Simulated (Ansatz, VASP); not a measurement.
# GaN: VASP beside Ansatz, part 2 of 3

Wanted: the spread between two codes on one cell, functional and k mesh. The cell is taken from a series of VASP runs on this material, whose earlier steps may have relaxed, scaled or displaced it; both programs get it as it stands. Valence electrons are named where the data sets of a main pair hold unlike numbers.

VASP 6.6.1 and Ansatz 0.2.0.

So far: Starting point; VASP: band structure, r2SCAN; Ansatz: band structure, r2SCAN.

## 4. Differences

Known differences besides the potentials themselves: VASP keeps PBE cores, Ansatz makes them for the functional; the cutoff is 500 eV in Ansatz and 520 eV in VASP. Total energies have different zeros and are not compared.

The two programs side by side:

```
                                        quantity  Ansatz   VASP  difference
                                  pressure (GPa)   -1.10  -0.05       -1.05
pressure without Ansatz's Pulay correction (GPa)   -1.20  -0.05       -1.15
                   gap over the path points (eV)   2.310  2.303      +0.007
```

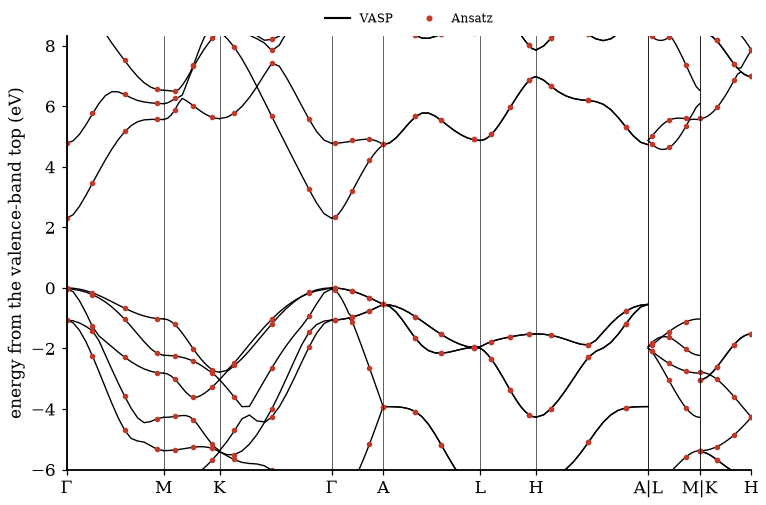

Bands from VASP (lines) and levels from Ansatz (dots). Dots without a line are higher empty bands that the VASP plot leaves out.

Levels at points of the path, from each program's valence-band top (eV; 4 filled, then empty):

```
k (reciprocal lattice)                                  Ansatz                                    VASP
     0.000 0.000 0.000    -1.06 -0.04 0.00 0.00 2.31 4.80 9.93    -1.06 -0.04 0.00 0.00 2.30 4.78 9.92
     0.133 0.000 0.000  -1.42 -1.27 -0.22 -0.16 3.46 5.77 9.19  -1.42 -1.27 -0.22 -0.16 3.45 5.75 9.17
     0.300 0.000 0.000  -3.58 -2.29 -1.04 -0.67 5.17 6.41 7.52  -3.58 -2.29 -1.04 -0.67 5.16 6.39 7.51
     0.467 0.000 0.000  -4.32 -2.80 -2.17 -1.01 5.58 6.11 6.57  -4.32 -2.80 -2.17 -1.01 5.57 6.09 6.55
     0.467 0.067 0.000  -4.24 -3.01 -2.25 -1.21 5.88 6.26 6.52  -4.25 -3.01 -2.25 -1.21 5.87 6.25 6.50
     0.411 0.178 0.000  -4.35 -3.61 -2.42 -2.02 6.02 7.32 7.36  -4.35 -3.61 -2.42 -2.02 6.02 7.30 7.35
     0.356 0.289 0.000  -5.15 -3.27 -2.81 -2.70 5.64 8.26 8.61  -5.16 -3.27 -2.81 -2.70 5.64 8.23 8.58
     0.289 0.289 0.000  -4.71 -3.61 -2.56 -2.47 5.78 7.97 8.69  -4.71 -3.61 -2.56 -2.47 5.77 7.94 8.66
     0.178 0.178 0.000  -4.00 -2.64 -1.19 -1.03 5.68 7.44 7.86  -4.00 -2.64 -1.19 -1.03 5.66 7.42 7.84
     0.067 0.067 0.000  -1.46 -0.93 -0.17 -0.15 3.25 5.58 9.56  -1.46 -0.93 -0.17 -0.15 3.25 5.56 9.55
```

At this near-relaxed geometry the largest component of a force difference is 5 meV/Å. Among the levels compared at these points, filled levels agree within 5 meV and empty ones within 34 meV. Ansatz's pressure holds a Pulay correction of 0.10 GPa; VASP's holds none.

## 5. Other set-ups

Further runs change the set-up of one program: Ansatz's method, potentials or start, or VASP's data sets, cutoff or form of LDA. The table gives Ansatz less VASP for each quantity, since a change that brings one quantity closer may part another.

```
                                        run  r.m.s. force difference (meV/Å)  pressure (GPa)  gap over the path points (eV)  pressure without Ansatz's Pulay correction (GPa)
                                   as above                              3.2            -1.1                         0.0069                                              -1.2
                       cores kept as stored                              3.3            -1.1                         0.0098                                              -1.2
          Ansatz's all-electron LAPW method                              3.6           -0.94                          0.025                                                  
   Ansatz's larger PAW set (cutoff 1300 eV)                              3.5           -0.89                          0.025                                                  
norm-conserving potentials (cutoff 1252 eV)                              3.9            -1.1                          0.052                                              -1.2
```

## 6. VASP: single point, r2SCAN

A single point gives forces, pressure and levels at one fixed geometry, so differences don't come from the geometry; what else differs is listed under the comparison.

File INCAR:

```
SYSTEM = GaN
PREC = Accurate
ENCUT = 520
EDIFF = 1E-06
NELM = 100
ISMEAR = -5
SIGMA = 0.05
LREAL = .FALSE.
ALGO = Normal
METAGGA = R2SCAN
LASPH = .TRUE.
NBANDS = 32
LORBIT = 11
LWAVE = .FALSE.
LCHARG = .FALSE.
KPAR = 4
NEDOS = 2001
```

File POSCAR:

```
GaN
1.0
    3.1888555310      0.0000000000      0.0000000000
   -1.5944277655      2.7616298988      0.0000000000
    0.0000000000      0.0000000000      5.1940668973
Ga N
2 2
Direct
    0.3333333333      0.6666666667      0.9991932276
    0.6666666667      0.3333333333      0.4991932276
    0.3333333333      0.6666666667      0.3758067724
    0.6666666667      0.3333333333      0.8758067724
```

File KPOINTS:

```
Automatic mesh
0
Gamma
10 10 6
0 0 0
```

The projector-augmented-wave data sets are Ga_d and N (PBE family, release 64).

Run with:

```
$ mpirun -np 4 vasp_std
```

Numbers of over 12 decimals in the logs are rounded to 6 here.

The program printed:

```text
[banner, memory and clock lines left out]
running    4 mpi-ranks, on    1 nodes
[...]
[... a notice as in an earlier step ...]

 LDA part: xc-table for (None), standard interpolation
 POSCAR, INCAR and KPOINTS ok, starting setup
[...]
entering main loop
       N       E                     dE             d eps       ncg     rms          rms(c)
DAV:   1     0.284207880507E+03    0.28421E+03   -0.16670E+04  4384   0.214E+03
DAV:   2    -0.948364638185E+01   -0.29369E+03   -0.26954E+03  3608   0.512E+02
DAV:   3    -0.522010626185E+02   -0.42717E+02   -0.41999E+02  4264   0.134E+02
DAV:   4    -0.536290596462E+02   -0.14280E+01   -0.14262E+01  4104   0.274E+01
[...]
DAV:  12    -0.438219090495E+02    0.93366E-05   -0.53109E-05  4224   0.819E-02    0.764E-03
DAV:  13    -0.438219050510E+02    0.39985E-05   -0.64798E-06  4336   0.145E-02    0.954E-03
DAV:  14    -0.438219053887E+02   -0.33764E-06   -0.78048E-07  3120   0.917E-03
   1 F= -.43821905E+02 E0= -.43821905E+02  d E =0.000000E+00
```

From OUTCAR (step 6):

```text
  Total       -0.0068127     -0.0068127     -0.0319315      0.0000000      0.0000000      0.0000000
  in kB       -0.2386298     -0.2386298     -1.1184643      0.0000000      0.0000000      0.0000000
  external PRESSURE =      -0.5319079 kB  Pullay stress =       0.0000000 kB

 POSITION                                       TOTAL-FORCE (eV/Angst)
 -----------------------------------------------------------------------------------
     -0.00000      1.84109      5.18988         0.000000      0.000000     -0.003525
      1.59443      0.92054      2.59284        -0.000000      0.000000     -0.003525
     -0.00000      1.84109      1.95197        -0.000000     -0.000000      0.003525
      1.59443      0.92054      4.54900        -0.000000      0.000000      0.003525
 -----------------------------------------------------------------------------------
    total drift:                                0.000002      0.000004      0.035284

  FREE ENERGIE OF THE ION-ELECTRON SYSTEM (eV)
  ---------------------------------------------------
  free  energy   TOTEN  =       -43.8219053887 eV

  energy  without entropy=      -43.8219053887  energy(sigma->0) =      -43.82190539

[... 1 part as in an earlier step ...]

[... 2 further parts left out ...]
[key lines of the parts left out:]
E-fermi :   5.0479
```

The gap is read on the k-mesh alone, so it is an upper bound where the band edges lie off the mesh.

## 7. Ansatz: single point, r2SCAN

The same cell, functional, mesh and smearing now go to Ansatz, which takes its cutoff from its data sets.

The cell is taken from a series of VASP runs on this material, whose earlier steps may have relaxed, scaled or displaced it; both programs get it as it stands.

File input.yaml:

```yaml
crystal:
  lattice:
    - [3.188855531, 0.0, 0.0]
    - [-1.5944277655, 2.7616298988, 0.0]
    - [0.0, 0.0, 5.1940668973]
  atoms:
    - { symbol: Ga, position: [0.3333333333, 0.6666666667, 0.9991932276] }
    - { symbol: Ga, position: [0.6666666667, 0.3333333333, 0.4991932276] }
    - { symbol: "N", position: [0.3333333333, 0.6666666667, 0.3758067724] }
    - { symbol: "N", position: [0.6666666667, 0.3333333333, 0.8758067724] }
hamiltonian:
  xc: r2scan
  pseudopotentials: { kind: paw }
kpoints:
  mp_grid: { grid: [10, 10, 6] }
scf:
  occupations: { method: tetrahedron }
output:
  forces: true
  stress: true
```

Run with:

```
$ ansatz run input.yaml --threads 2 --pin off --max-ram 4608MiB --backend cpu --events-out ev --progress --plain --runs-dir out
```

The program printed:

```text
Warning: output.forces, output.stress, relax.cell or npt_langevin: where a Kohn–Sham band that disperses or a degenerate level is filled in part under the method tetrahedron, the forces or the stress that this run publishes need not agree with its energy (scf.occupations.method in the input reference, under Limitations); prefer a smearing scheme for the forces or the stress
[...]
--- Band table (eV; the first three rows and the last of 56) ---
  k-point 0: bands = [... 14 lower, 8.3418, 9.3634, 9.4022, 9.4022, 11.7121, 14.2005, 19.3350, 19.9688]
  k-point 1: bands = [... 14 lower, 8.4096, 8.5602, 9.3280, 9.3280, 12.3894, 14.2535, 19.1287, 19.9986]
  k-point 2: bands = [... 14 lower, 8.5972, 8.5972, 9.1275, 9.1275, 13.4320, 14.3301, 18.7036, 19.1365]
  k-point 55: bands = [... 14 lower, 5.2999, 5.2999, 7.8586, 7.8586, 16.1758, 16.1758, 17.5243, 17.5243]
[key lines of the parts left out:]
SCF converged after 8 iterations
Free energy (F): -8352.773527 eV
Fermi energy:    9.402234 eV
P = ⅓ Tr σ = -1.0934 GPa (-10.934 kbar)
```

Run time: 8.1 s. Hardware: 2 threads of Arm Neoverse V1, shared host; peak memory 0.43 GiB.

The run ends at a pressure of -1.09 GPa, with forces up to 0.0090 eV/Å.

## 8. Differences

Compared:

```
                                        quantity  Ansatz   VASP  difference
                                  pressure (GPa)   -1.09  -0.05       -1.04
pressure without Ansatz's Pulay correction (GPa)   -1.19  -0.05       -1.14
                          gap on the k mesh (eV)   2.310  2.303      +0.007
```

At this near-relaxed geometry the largest component of a force difference is 5 meV/Å. A gap on the mesh is an upper bound, since the band edges may lie between its points. Ansatz's pressure holds a Pulay correction of 0.10 GPa; VASP's holds none.

## 9. Other set-ups

Further runs change the set-up of one program: Ansatz's method, potentials or start, or VASP's data sets, cutoff or form of LDA. The table gives Ansatz less VASP for each quantity, since a change that brings one quantity closer may part another.

```
                                        run  r.m.s. force difference (meV/Å)  pressure (GPa)  gap on the k mesh (eV)  pressure without Ansatz's Pulay correction (GPa)
                                   as above                              3.2            -1.0                  0.0070                                              -1.1
                       cores kept as stored                              3.3            -1.1                  0.0098                                              -1.2
          Ansatz's all-electron LAPW method                              3.6           -0.93                   0.025                                                  
   Ansatz's larger PAW set (cutoff 1300 eV)                              3.5           -0.88                   0.025                                                  
norm-conserving potentials (cutoff 1252 eV)                              3.9            -1.1                   0.052                                              -1.2
```

## 10. VASP: band structure, r2SCAN, spin-orbit coupling

Levels along a path test the potential and the projectors away from the mesh points.

File INCAR:

```
SYSTEM = GaN
PREC = Accurate
ENCUT = 520
EDIFF = 1E-06
NELM = 100
ISMEAR = 0
SIGMA = 0.05
LREAL = .FALSE.
ALGO = Normal
METAGGA = R2SCAN
LASPH = .TRUE.
LNONCOLLINEAR = .TRUE.
MAGMOM = 0 0 0 0 0 0 0 0 0 0 0 0
NBANDS = 48
GGA_COMPAT = .FALSE.
LSORBIT = .TRUE.
LORBIT = 11
LWAVE = .FALSE.
LCHARG = .FALSE.
KPAR = 4
```

POSCAR is that of step 6.

File KPOINTS:

```
Automatic mesh
0
Gamma
6 6 3
0 0 0
```

File KPOINTS_OPT:

```
Line mode
16
Line-mode
Reciprocal
  0.00000000   0.00000000   0.00000000 GAMMA
  0.50000000   0.00000000   0.00000000 M

  0.50000000   0.00000000   0.00000000 M
  0.33333333   0.33333333   0.00000000 K

  0.33333333   0.33333333   0.00000000 K
  0.00000000   0.00000000   0.00000000 GAMMA

  0.00000000   0.00000000   0.00000000 GAMMA
  0.00000000   0.00000000   0.50000000 A

  0.00000000   0.00000000   0.50000000 A
  0.50000000   0.00000000   0.50000000 L

  0.50000000   0.00000000   0.50000000 L
  0.33333333   0.33333333   0.50000000 H

  0.33333333   0.33333333   0.50000000 H
  0.00000000   0.00000000   0.50000000 A

  0.50000000   0.00000000   0.50000000 L
  0.50000000   0.00000000   0.00000000 M

  0.33333333   0.33333333   0.00000000 K
  0.33333333   0.33333333   0.50000000 H
```

Run with:

```
$ mpirun -np 4 vasp_ncl
```

The program printed:

```text
[... set-up lines as in an earlier step ...]
 entering main loop
       N       E                     dE             d eps       ncg     rms          rms(c)
DAV:   1     0.381623879232E+03    0.38162E+03   -0.16604E+04  2352   0.287E+03
DAV:   2     0.271005527808E+02   -0.35452E+03   -0.33115E+03  2048   0.735E+02
DAV:   3    -0.479517479619E+02   -0.75052E+02   -0.73184E+02  2312   0.222E+02
DAV:   4    -0.534832295492E+02   -0.55315E+01   -0.54739E+01  2520   0.637E+01
[...]
DAV:  13    -0.438251870069E+02    0.49152E-05   -0.41200E-06  2112   0.310E-02    0.877E-03
DAV:  14    -0.438251855483E+02    0.14586E-05   -0.33549E-06  2896   0.495E-02    0.112E-03
DAV:  15    -0.438251857025E+02   -0.15418E-06   -0.21583E-06  1656   0.116E-02
   1 F= -.43825186E+02 E0= -.43825186E+02  d E =-.598475E-13  mag=     0.0000     0.0000    -0.0000
 Start KPOINTS_OPT (optional k-point list driver)
k-point batch [1-21\144]
       N       E                     dE             ncg
DAV:   1     0.515395380324E+04   -0.10810E+05     2368
DAV:   2    -0.226380605334E+04   -0.74178E+04     2024
DAV:   3    -0.378099384883E+04   -0.15172E+04     2312
DAV:   4    -0.388565544912E+04   -0.10466E+03     2472
DAV:   5    -0.388900205342E+04   -0.33466E+01     2616
DAV:   6    -0.388907458517E+04   -0.72532E-01     2592
DAV:   7    -0.388907739933E+04   -0.28142E-02     2856
DAV:   8    -0.388907742902E+04   -0.29684E-04     2576
DAV:   9    -0.388907742950E+04   -0.48432E-06     1576
[...]
k-point batch [127-144\144]
       N       E                     dE             ncg
DAV:   1     0.841013283186E+04   -0.22526E+05     1960
DAV:   2     0.195500082000E+04   -0.64551E+04     1736
DAV:   3     0.674423329405E+03   -0.12806E+04     1944
DAV:   4     0.583954795506E+03   -0.90469E+02     2160
DAV:   5     0.581213981317E+03   -0.27408E+01     2048
DAV:   6     0.581126227158E+03   -0.87754E-01     2416
DAV:   7     0.581123910668E+03   -0.23165E-02     2216
DAV:   8     0.581123887077E+03   -0.23590E-04     2360
DAV:   9     0.581123886726E+03   -0.35126E-06     1328
```

OUTCAR, selected parts (step 10):

```text
  Total       -0.0132496     -0.0132496     -0.0481956      0.0000000      0.0000000     -0.0000000
  in kB       -0.4640948     -0.4640948     -1.6881471      0.0000000      0.0000000     -0.0000000
  external PRESSURE =      -0.8721122 kB  Pullay stress =       0.0000000 kB

 POSITION                                       TOTAL-FORCE (eV/Angst)
 -----------------------------------------------------------------------------------
     -0.00000      1.84109      5.18988         0.000000      0.000000     -0.002675
      1.59443      0.92054      2.59284        -0.000000     -0.000000     -0.002675
     -0.00000      1.84109      1.95197        -0.000000     -0.000000      0.002675
      1.59443      0.92054      4.54900         0.000000      0.000000      0.002675
 -----------------------------------------------------------------------------------
    total drift:                               -0.000000      0.000000      0.034199

  FREE ENERGIE OF THE ION-ELECTRON SYSTEM (eV)
  ---------------------------------------------------
  free  energy   TOTEN  =       -43.8251857025 eV

  energy  without entropy=      -43.8251857025  energy(sigma->0) =      -43.82518570

 magnetization (x)
# of ion       s       p       d       tot
------------------------------------------
    1        0.000  -0.000  -0.000  -0.000
    2       -0.000   0.000  -0.000  -0.000
    3        0.000   0.000   0.000   0.000
    4        0.000   0.000   0.000   0.000
--------------------------------------------------
tot          0.000   0.000  -0.000  -0.000

 magnetization (y)
# of ion       s       p       d       tot
------------------------------------------
    1        0.000  -0.000   0.000  -0.000
    2        0.000   0.000   0.000   0.000
    3        0.000  -0.000   0.000   0.000
    4        0.000  -0.000   0.000  -0.000
--------------------------------------------------
tot          0.000  -0.000   0.000   0.000

 magnetization (z)
# of ion       s       p       d       tot
------------------------------------------
    1        0.000   0.000   0.000   0.000
    2        0.000   0.000   0.000   0.000
    3        0.000  -0.000   0.000  -0.000
    4        0.000   0.000   0.000   0.000
--------------------------------------------------
tot          0.000   0.000   0.000   0.000

[... 1 part as in an earlier step ...]

[... 2 further parts left out ...]
[key lines of the parts left out:]
E-fermi :   5.2845
```

The run ends at a pressure of -0.09 GPa, with forces up to 0.0027 eV/Å.

[end of part 2 of 3]

[Lines on the potential files, build, host, timing and source positions are cut from VASP's logs without a mark.]

[Logs are printed without paths, hosts, clocks, repeated set-up lines and the standing remarks that a program may print on its own settings, such as how far it seeks lower states.]

[Hosts, paths, dates, database ids (printed as entryN), source tags and the programs' standing remarks are cut or masked in the printed files.]
